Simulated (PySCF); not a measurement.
**A diatomic session: LiAl**

What are the lowest state that PBE0 finds, the bond length, vibrational wavenumber and bond energy of LiAl, and how much do these hang on the method?

Computed with PySCF 2.14.0. Level: Li def2-SVPD, Al def2-SVPD, no relativity.

### Step 1. Set-up

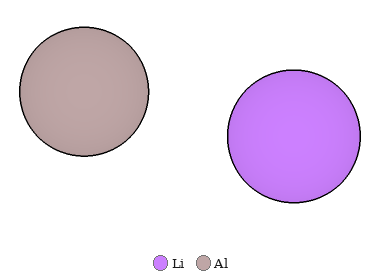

The two atoms at the starting distance (lithium purple, aluminium light grey).

Settings of the job:

```
atoms                         : Li, Al
charge                        : 0
basis                         : Li def2-SVPD, Al def2-SVPD
Hamiltonian                   : no relativity
basis functions               : 36
electrons treated             : 16
masses in u                   : 7.0160, 26.9815
levels                        : PBE0, PBE, r²SCAN, r²SCANh, BLYP, TPSSh, ωB97X, HF, MP2, SCS-MP2, CCSD, CCSD(T)
grid                          : 80 radial by 434 angular points
occupations                   : held fixed by the projection of orbital angular momentum
dissociation limit            : Li + Al, each in its ground configuration
starting distance in angstrom : 2.480
values of 2S to try           : 0, 2
```

After this run come: The PBE0 curve of the state that the search chose; Excited determinants; PBE (GGA); r²SCAN (meta-GGA); r²SCANh (hybrid meta-GGA); BLYP (GGA); TPSSh (hybrid meta-GGA); ωB97X (range-separated hybrid); RHF (mean field); Correlated methods on the Hartree–Fock reference.

Before running it: what results should come out? Wanted: for each run, Re; ωe; De; μ.

**Answer**, as computed:

Lowest PBE0 solution found, without spin–orbit coupling: ¹Σ⁺ (singlet), closed shell. State 2 has its PBE0 minimum 0.02 eV higher. State 3 has its PBE0 minimum 0.25 eV higher, as a spin-mixed determinant (⟨S²⟩ = 1.02), so this is no gap between pure states. The other levels ran on the lowest alone.

```tsv
level	Re (Å)	ωe (cm⁻¹)	De (eV)	μ (D)
RHF	2.969	300	0.087	-4.12
RHF-MP2	2.963	289.3	0.62	n/a
RHF-SCS-MP2	2.968	285.9	0.66	n/a
RHF-CCSD	2.958	275.1	0.79	n/a
RHF-CCSD(T)	2.961	271.0	0.84	n/a
PBE	2.942	285.5	0.98	-2.54
BLYP	2.933	281.7	0.97	-2.32
r²SCAN	2.958	287.4	0.82	-3.17
TPSSh	2.940	293.7	0.98	-3.21
r²SCANh	2.950	291.5	0.80	-3.33
PBE0	2.929	296.8	0.89	-3.18
ωB97X	2.890	314	0.93	-4.54
```

De is counted to Li + Al in their ground configurations. A positive dipole means Li(−)Al(+).

In words: The methods spread over 0.079 Å in bond length, from ωB97X to RHF. Among the levels with a De in the table, it runs from 0.087 eV (RHF) to 0.98 eV (PBE).

Correlated steps freeze 5 core orbitals. T1 is 0.024 near the minimum (highest on the curve 0.026), which may point to more than one leading configuration.
